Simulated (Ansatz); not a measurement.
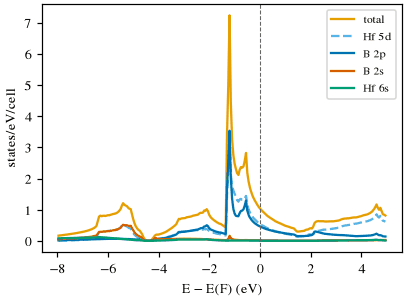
Fig. 1. Total and projected density of states of HfB (rock salt, Fm-3m), LDA (plane waves, PAW; program Ansatz)

Q: Which orbitals carry the states next to the Fermi level?

A: Within 0.5 eV of the Fermi level: Hf 5d 52 %, B 2p 44 %. Projections are on Löwdin-orthogonalised atomic valence shells; empty p or d shells of many metals are not among them.

Q: Where is the tallest occupied peak in this window, and what makes it?

A: Near -1.2 eV, about 7.2 states/eV per cell; the largest projected share is B 2p.

The workflow started from an entry of the Crystallography Open Database (COD). Its standing as an ambient phase is unchecked. The LDA relaxation kept the symmetry of its start; of distortions, only those at the zone centre were tested. The run is not spin-polarised. Scalar-relativistic: spin–orbit coupling is off unless named, which matters more the heavier the elements.

Potentials: the later of the program's two PAW sets.
